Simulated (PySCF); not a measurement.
**C4H8F2: runs on many settings**

Aim: see how C4H8F2 (`CC(C)(F)CF`) answers to the choice of functional, basis, grid and SCF options.

Computed with PySCF 2.14.0, with density-fitted response routines of our own, on a single molecule in the gas phase. Atoms count from 0, in the outputs and in this text.

## Step 1: Starting geometry

14 atoms, charge 0, multiplicity 1; geometry from: GFN2-xTB.

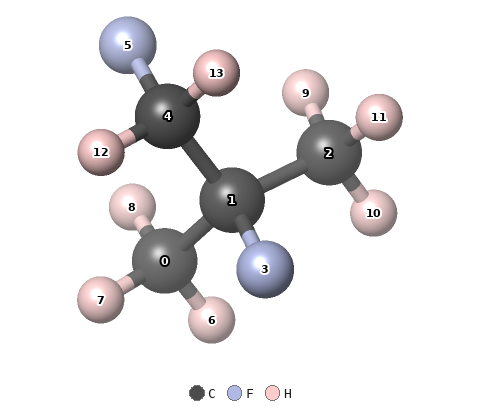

The starting geometry (carbon dark grey, fluorine light blue, hydrogen pink), atoms numbered; sticks join atoms by distance.

## Step 2: Nuclear shieldings: PBE0/pcSseg-1

Job settings and geometry (Å):

```
{"job": {"kind": "nmr", "xc": "PBE0", "basis": "pcSseg-1"}, "charge": 0, "multiplicity": 1}
C      1.379807    -0.457271     0.125833
C     -0.070974    -0.036506    -0.066715
C     -1.047598    -0.973092     0.631456
F     -0.352576    -0.057378    -1.433914
C     -0.288962     1.421160     0.364361
F      0.004305     1.571345     1.693138
H      1.514430    -1.488427    -0.189983
H      2.034076     0.176681    -0.468135
H      1.647523    -0.364148     1.174421
H     -0.912933    -0.901198     1.706944
H     -0.874515    -1.998425     0.314607
H     -2.070079    -0.699820     0.380131
H      0.370146     2.090413    -0.197256
H     -1.333328     1.716192     0.222971
```

Level: GIAO PBE0/pcSseg-1 NMR shielding, non-relativistic, gas phase.

Launch:

```sh
$ OMP_NUM_THREADS=1 python probes_run.py task.json out
```

One launch serves the whole session: the jobs run in the order shown.

The log of the run:

```text
coarse grid: 11480 points
cycle   1  E = -356.3869461375  dE =  4.962e-01  |g| = 6.568e-01  |ddm| = 2.994e+00
cycle   2  E = -356.3378523872  dE =  4.909e-02  |g| = 8.929e-01  |ddm| = 9.739e-01
cycle   3  E = -356.4610625121  dE = -1.232e-01  |g| = 7.678e-02  |ddm| = 5.960e-01
cycle   4  E = -356.4621219415  dE = -1.059e-03  |g| = 2.953e-02  |ddm| = 6.922e-02
cycle   5  E = -356.4623157767  dE = -1.938e-04  |g| = 4.541e-03  |ddm| = 2.389e-02
cycle   6  E = -356.4623186615  dE = -2.885e-06  |g| = 2.561e-03  |ddm| = 4.717e-03
final grid: 111016 points
cycle   7  E = -356.5130945611  dE = -4.591e-05  |g| = 9.526e-03  |ddm| = 2.537e-02
cycle   8  E = -356.5130799296  dE =  1.463e-05  |g| = 1.344e-02  |ddm| = 1.587e-02
cycle   9  E = -356.5131136156  dE = -3.369e-05  |g| = 1.164e-03  |ddm| = 8.778e-03
cycle  10  E = -356.5131138551  dE = -2.395e-07  |g| = 2.347e-04  |ddm| = 9.360e-04
cycle  11  E = -356.5131138647  dE = -9.621e-09  |g| = 3.746e-05  |ddm| = 1.681e-04
cycle  12  E = -356.5131138650  dE = -2.258e-10  |g| = 1.614e-05  |ddm| = 3.688e-05
converged SCF energy = -356.5131138650

GIAO shielding tensors (ppm)
atom      isotropic    diamagn.    paramagn.     s11        s22        s33       span
  0 C      160.985     249.338     -88.353    143.266    152.070    187.618     44.352
  1 C       91.875     241.422    -149.546     55.810     70.406    149.411     93.601
  2 C      160.640     249.243     -88.603    142.260    151.974    187.685     45.425
  3 F      362.356     476.307    -113.951    336.410    364.128    386.529     50.118
  4 C       96.098     243.630    -147.532     70.313     81.218    136.761     66.448
  5 F      428.817     473.120     -44.303    401.626    415.493    469.331     67.706
  6 H       30.262      30.322      -0.060     26.368     28.797     35.620      9.252
  7 H       30.333      30.245       0.087     26.600     27.802     36.596      9.996
  8 H       30.201      30.314      -0.114     26.475     28.885     35.242      8.768
  9 H       30.211      30.191       0.020     26.518     28.845     35.271      8.753
 10 H       30.243      30.206       0.037     26.331     28.786     35.611      9.279
 11 H       30.331      30.098       0.233     26.617     27.800     36.576      9.958
 12 H       27.180      29.489      -2.309     23.860     27.511     30.171      6.311
 13 H       27.182      29.473      -2.291     23.927     27.478     30.142      6.215
```

It took 29 s on 1 thread of Arm Neoverse N1, shared host; peak memory 0.7 GiB.

Shifts follow as δ = σ(reference) − σ, with reference shieldings (ppm) from runs at the same level and on the same kind of geometry: 1H TMS 31.72, 13C TMS 186.9, 19F CFCl3 170.9. The references are single molecules in the gas phase, so shifts against H2O, NH3, PH3, H3PO4 or CFCl3 are not on the usual liquid scales and can be off by tens of ppm. Atoms listed in one row are averaged.

| atoms | environment | σ (ppm) | δ (ppm) | δ scaled to CDCl3 |
| --- | --- | --- | --- | --- |
| C1 | fully substituted sp3 carbon bonded to F | 91.9 | 95.0 | 90.9 |
| C4 | sp3 CH2 bonded to F | 96.1 | 90.8 | 86.7 |
| C0, C2 | methyl carbon | 160.8 | 26.1 | 23.6 |
| H12, H13 | hydrogen on an sp3 CH2 bonded to F | 27.18 | 4.54 | 4.38 |
| H6, H7, H8, H9, H10, H11 | hydrogen on a methyl carbon | 30.26 | 1.45 | 1.48 |
| F3 | fluorine on an sp3 carbon | 362.4 | -191.4 | – |
| F5 | fluorine on an sp3 carbon | 428.8 | -257.9 | – |

The scaled column applies a straight-line fit of computed shieldings to shifts measured in CDCl3; 19F shifts take a fit of their own (root-mean-square error 0.16 ppm for H, 1.9 ppm for C).

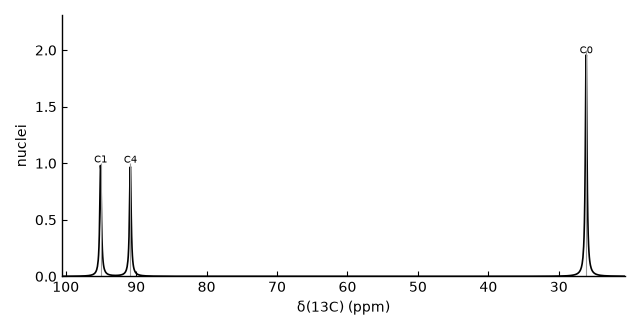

13C lines at the computed shifts, without couplings. Lines are broadened to a width of 0.28 ppm (Lorentzian).

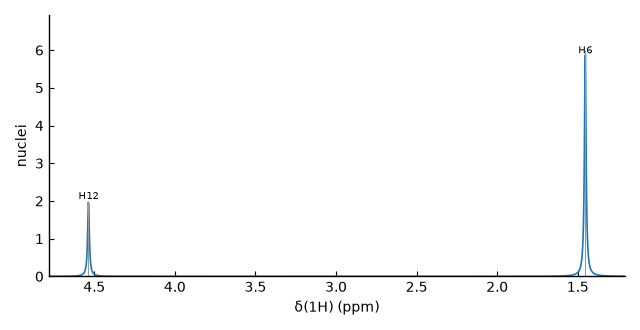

1H lines at the computed shifts, without couplings. Lines are broadened to a width of 0.01 ppm (Lorentzian).

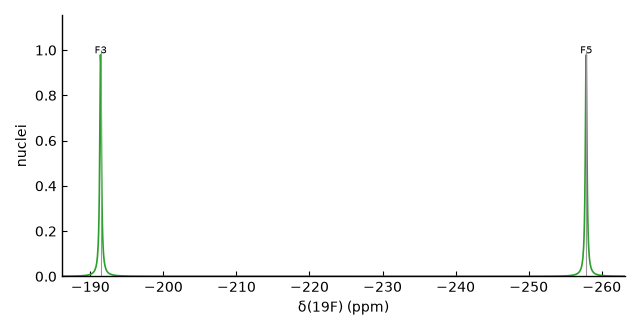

19F lines at the computed shifts, without couplings. Lines are broadened to a width of 0.27 ppm (Lorentzian).

Charges from the same density, by scheme (e):

| atoms | Mulliken | IAO | Hirshfeld | ESP fit |
| --- | --- | --- | --- | --- |
| C0, C2 | -0.21 | -0.44 | -0.13 | -0.53 |
| C1 | -0.10 | 0.32 | 0.10 | 0.62 |
| F3 | -0.34 | -0.34 | -0.11 | -0.33 |
| C4 | 0.23 | 0.03 | 0.02 | -0.10 |
| F5 | -0.34 | -0.33 | -0.11 | -0.21 |

Mulliken charges:

C0 -0.21; C1 -0.10; C2 -0.21; F3 -0.34; C4 0.23; F5 -0.34; H6 0.12; H7 0.12; H8 0.12; H9 0.12; H10 0.12; H11 0.12; H12 0.11; H13 0.11

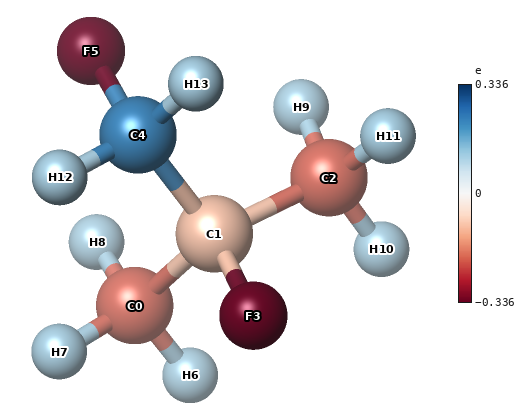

Mulliken charges, as colours on the atoms.

Mayer bond orders: C0–C1 1.01, C1–C2 1.01, C1–F3 0.86, C1–C4 0.99, C4–F5 0.89.

Orbitals, density, ELF and potential are computed afterwards from the orbital file.

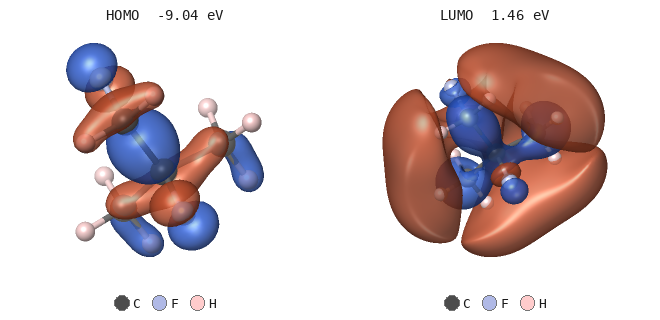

PBE0/pcSseg-1 orbitals near the gap, drawn at the value that encloses 70 % of each; the two colours are the two signs.

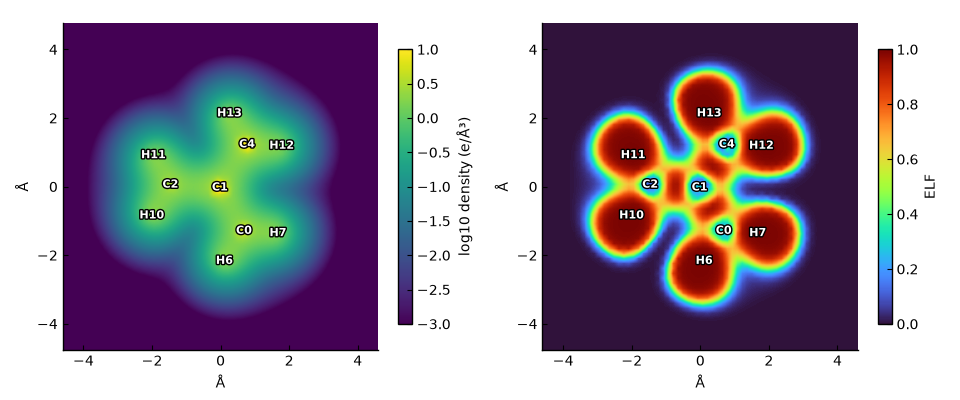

Density (left) and ELF (right) in a plane through or near 10 of the atoms.

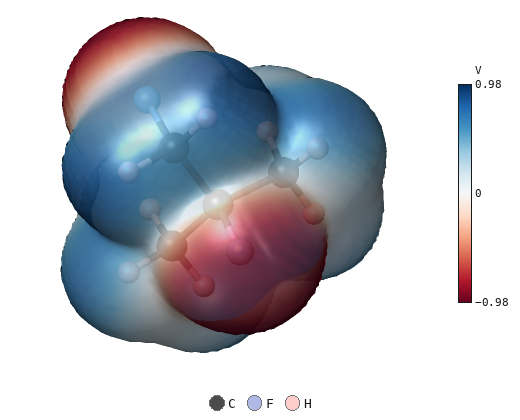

Electrostatic potential on the surface of density 0.002 e/bohr³; red is low, blue high. It runs from -0.98 V near F3 to 0.87 V near H13.

## Step 3: Ultraviolet spectrum: PBE0/def2-SVPD

The job, as its differences from that of step 2:

```diff
@@ -1,2 +1,2 @@
-{"job": {"kind": "nmr", "xc": "PBE0", "basis": "pcSseg-1"}, "charge": 0, "multiplicity": 1}
+{"job": {"kind": "uv", "xc": "PBE0", "basis": "def2-SVPD", "nstates": 6, "ntriplets": 2}, "charge": 0, "multiplicity": 1}
 C      1.379807    -0.457271     0.125833
```

Method: TDDFT PBE0/def2-SVPD, vertical, gas phase, core orbitals frozen in the response.

The log of the run:

```text
coarse grid: 11480 points
cycle   1  E = -356.1861714566  dE =  4.437e-01  |g| = 6.035e-01  |ddm| = 4.885e+00
cycle   2  E = -356.1382096272  dE =  4.796e-02  |g| = 8.283e-01  |ddm| = 1.428e+00
cycle   3  E = -356.2535432470  dE = -1.153e-01  |g| = 7.785e-02  |ddm| = 7.395e-01
cycle   4  E = -356.2546299789  dE = -1.087e-03  |g| = 2.704e-02  |ddm| = 1.218e-01
cycle   5  E = -356.2547984102  dE = -1.684e-04  |g| = 4.379e-03  |ddm| = 4.212e-02
cycle   6  E = -356.2548013220  dE = -2.912e-06  |g| = 2.445e-03  |ddm| = 9.269e-03
final grid: 111016 points
cycle   7  E = -356.3060325149  dE = -4.029e-05  |g| = 9.628e-03  |ddm| = 9.945e-02
cycle   8  E = -356.3060160717  dE =  1.644e-05  |g| = 1.368e-02  |ddm| = 2.731e-02
cycle   9  E = -356.3060522034  dE = -3.613e-05  |g| = 1.164e-03  |ddm| = 1.506e-02
cycle  10  E = -356.3060524660  dE = -2.626e-07  |g| = 2.140e-04  |ddm| = 1.394e-03
cycle  11  E = -356.3060524750  dE = -8.980e-09  |g| = 4.494e-05  |ddm| = 4.148e-04
cycle  12  E = -356.3060524753  dE = -3.076e-10  |g| = 2.299e-05  |ddm| = 9.082e-05
converged SCF energy = -356.3060524753

Static polarisability (au): isotropic 51.755, principal 49.192 52.936 53.136

Singlet excitations
state   eV       nm        f      main configurations
  1   8.6716    143.0   0.05035   H->L 0.91
  2   8.9427    138.6   0.06105   H-1->L 0.93
  3   9.0850    136.5   0.00264   H->L+1 0.80
  4   9.3275    132.9   0.00662   H-1->L+1 0.77, H-2->L 0.10
  5   9.5753    129.5   0.00098   H-2->L 0.71, H-1->L+3 0.08, H-2->L+1 0.08
  6   9.6967    127.9   0.00551   H->L+3 0.65, H->L+2 0.23

Triplet excitations (Tamm-Dancoff, eV): 8.3644 8.6945
```

Wall time 46 s (1 thread of Arm Neoverse N1, shared host); peak memory 0.76 GiB.

The orbitals next to the gap, with their largest atomic shares:

| orbital | eV | atoms |
| --- | --- | --- |
| HOMO−3 | -10.84 | C2 21 %, C0 21 %, F3 20 % |
| HOMO−2 | -10.14 | F5 34 %, C4 17 %, F3 9 % |
| HOMO−1 | -9.43 | F3 20 %, C1 18 %, C2 14 % |
| HOMO | -9.17 | C4 19 %, C1 19 %, F3 18 % |
| LUMO | 0.69 | C2 15 %, C4 14 %, C0 14 % |
| LUMO+1 | 1.41 | F3 16 %, F5 16 %, C4 14 % |
| LUMO+2 | 1.64 | C0 15 %, H11 12 %, H7 11 % |

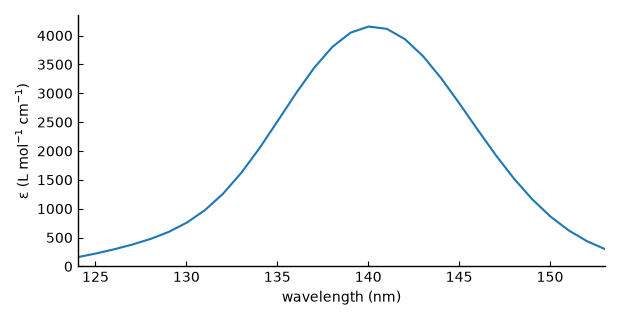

Absorption spectrum: each of the 6 states is a Gaussian band of 0.4 eV half-width at 1/e. Beyond the last state computed it falls off for lack of states.

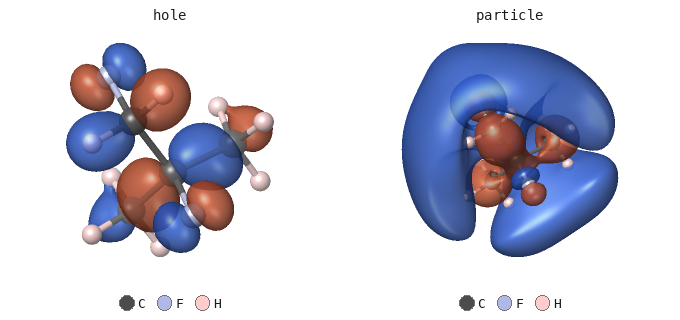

Leading natural transition orbitals of singlet state 2: the electron leaves the hole (left) for the particle orbital (right).

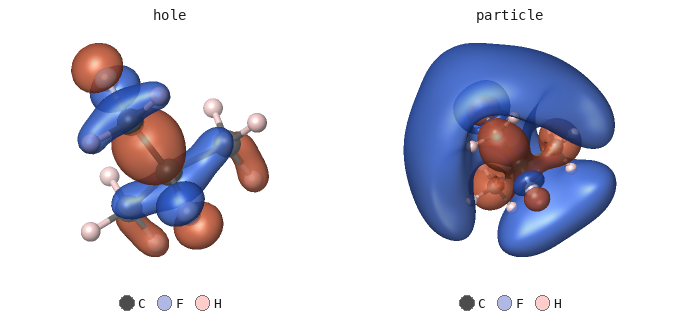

Leading natural transition orbitals of singlet state 1: the electron leaves the hole (left) for the particle orbital (right).

Further results of this job:

| property | computed |
| --- | --- |
| dipole moment (D) | 0.55 |
| polarisability (Å³) | 7.67 |
| HOMO–LUMO gap (eV) | 9.86 |
| −ε(HOMO) (eV) | 9.17 |

## Step 4: Shielding tensors: WP04/pcSseg-1

The job, as its differences from that of step 3:

```diff
@@ -1,2 +1,2 @@
-{"job": {"kind": "uv", "xc": "PBE0", "basis": "def2-SVPD", "nstates": 6, "ntriplets": 2}, "charge": 0, "multiplicity": 1}
+{"job": {"kind": "nmr", "xc": "WP04", "basis": "pcSseg-1", "pop": false, "scf": {"guess": "random", "max_cycle": 51}}, "charge": 0, "multiplicity": 1}
 C      1.379807    -0.457271     0.125833
```

Method: GIAO WP04/pcSseg-1 NMR shielding, non-relativistic, gas phase.

The log of the run:

```text
start from random orthonormal orbitals
final grid: 111016 points
cycle   1  E = -318.9633539023  dE = -2.342e+02  |g| = 1.672e+01  |ddm| = 1.440e+02
cycle   2  E = -253.6614079044  dE =  6.530e+01  |g| = 1.023e+01  |ddm| = 8.250e+01
cycle   3  E = -306.5313564020  dE = -5.287e+01  |g| = 1.219e+01  |ddm| = 8.220e+01
cycle   4  E = -336.6770868044  dE = -3.015e+01  |g| = 9.085e+00  |ddm| = 1.282e+01
cycle   5  E = -357.5570251868  dE = -2.088e+01  |g| = 4.929e+00  |ddm| = 1.156e+01
cycle   6  E = -361.6135161557  dE = -4.056e+00  |g| = 3.480e+00  |ddm| = 5.755e+00
cycle   7  E = -363.6973819240  dE = -2.084e+00  |g| = 1.765e+00  |ddm| = 3.590e+00
cycle   8  E = -364.3191072844  dE = -6.217e-01  |g| = 6.429e-01  |ddm| = 1.736e+00
cycle   9  E = -364.3826712654  dE = -6.356e-02  |g| = 3.136e-01  |ddm| = 5.627e-01
cycle  10  E = -364.3957901573  dE = -1.312e-02  |g| = 1.604e-01  |ddm| = 2.527e-01
cycle  11  E = -364.3999470806  dE = -4.157e-03  |g| = 3.595e-02  |ddm| = 1.323e-01
cycle  12  E = -364.4002092570  dE = -2.622e-04  |g| = 9.323e-03  |ddm| = 3.405e-02
cycle  13  E = -364.4002299111  dE = -2.065e-05  |g| = 1.879e-03  |ddm| = 8.324e-03
cycle  14  E = -364.4002304252  dE = -5.141e-07  |g| = 8.882e-04  |ddm| = 1.621e-03
cycle  15  E = -364.4002305619  dE = -1.367e-07  |g| = 1.492e-04  |ddm| = 6.409e-04
cycle  16  E = -364.4002305662  dE = -4.276e-09  |g| = 4.226e-05  |ddm| = 1.399e-04
cycle  17  E = -364.4002305666  dE = -3.517e-10  |g| = 1.059e-05  |ddm| = 3.296e-05
converged SCF energy = -364.4002305666

GIAO shielding tensors (ppm)
atom      isotropic    diamagn.    paramagn.     s11        s22        s33       span
  0 C      148.642     250.053    -101.410    132.652    139.482    173.792     41.139
  1 C       74.241     243.881    -169.640     37.193     53.291    132.238     95.045
  2 C      148.335     249.904    -101.569    131.782    139.373    173.850     42.068
  3 F      361.455     480.050    -118.596    335.524    353.930    394.910     59.386
  4 C       83.388     245.094    -161.706     56.197     67.695    126.272     70.074
  5 F      417.953     476.491     -58.538    398.359    407.782    447.718     49.358
  6 H       30.505      30.870      -0.365     26.923     29.155     35.437      8.513
  7 H       30.537      30.858      -0.321     27.135     28.307     36.170      9.035
  8 H       30.472      30.950      -0.477     27.020     29.267     35.130      8.110
  9 H       30.487      30.795      -0.307     27.065     29.229     35.167      8.102
 10 H       30.486      30.729      -0.243     26.890     29.144     35.424      8.535
 11 H       30.537      30.609      -0.072     27.151     28.303     36.157      9.006
 12 H       27.521      30.024      -2.503     24.355     27.886     30.320      5.965
 13 H       27.527      29.926      -2.400     24.409     27.866     30.305      5.897
```

Run time: 29 s. Hardware: 1 thread of Arm Neoverse N1, shared host; peak memory 0.82 GiB.

Despite a poor start guess, the SCF converged in 17 cycles.

Key values: δ C1 100.9, C4 91.7, C0 26.6, F3 -191.2, H12 4.47, H6 1.49 ppm (means over like atoms).

[end of part 1 of 2]
